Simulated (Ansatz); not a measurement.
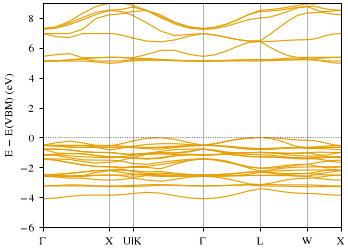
Band structure from DFT-HSE06 in the program Ansatz with PAW potentials

**Question.** Read off the gap and where the band edges lie.

**Answer.** About 5.0 eV (4.96 eV among the points solved); maximum at L, minimum at X.

**Question.** Which compound is it?
A) Cs2ScAgCl6, Fm-3m (Cs on 8c, Sc on 4a, Ag on 4b, Cl on 24e)
B) Ba2H6Os, Fm-3m (Ba on 8c, H on 24e, Os on 4a)
C) ScTaPb2O6, Fm-3m (Sc on 4a, Ta on 4b, Pb on 8c, O on 24e)
D) Li2H6Pt, Fm-3m (Li on 8c, H on 24e, Pt on 4a)

**Answer.** A, Cs2ScAgCl6, Fm-3m (Cs on 8c, Sc on 4a, Ag on 4b, Cl on 24e)

The first step of the workflow began from a Materials Project structure, measured or hypothetical; the Crystallography Open Database copy checked does not list it. Its standing as an ambient phase is unchecked. Symmetry was held in the HSE06 relaxation; its stability against distortions is not shown here. The run is not spin-polarised. The hybrid was solved on a coarse mesh, the path and, where they were found, the r²SCAN edge points; its band edges are the extreme levels among these. Scalar-relativistic: spin–orbit coupling is off unless named, which matters more the heavier the elements.

Potentials: the later of the program's two PAW sets.
